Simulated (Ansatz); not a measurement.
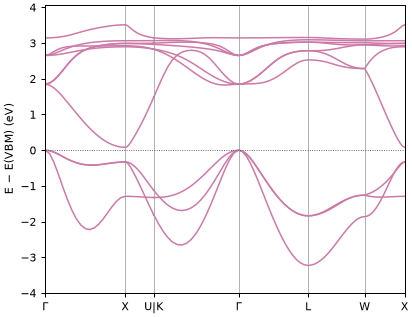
Fig. 1. Band structure from DFT-r²SCAN in the program Ansatz with PAW potentials

### Question
Read off the gap and where the band edges lie.

### Answer
About 0.1 eV (0.08 eV by a search for the band edges); maximum at Γ, minimum at X.

The material is LaAs (rock salt, space group No. 225).

Space group Fm-3m (rock salt). The first step of the workflow began from a Materials Project structure, measured or hypothetical; the Crystallography Open Database files this formula in space group No. 225, but the cells were not matched. Whether it is the stable phase at ambient conditions was not checked. The r²SCAN relaxation kept the symmetry of its start; whether a distortion lowers the energy is not shown. Scalar-relativistic: spin–orbit coupling is off unless named, which matters more the heavier the elements.

Potentials: the later of the program's two PAW sets.
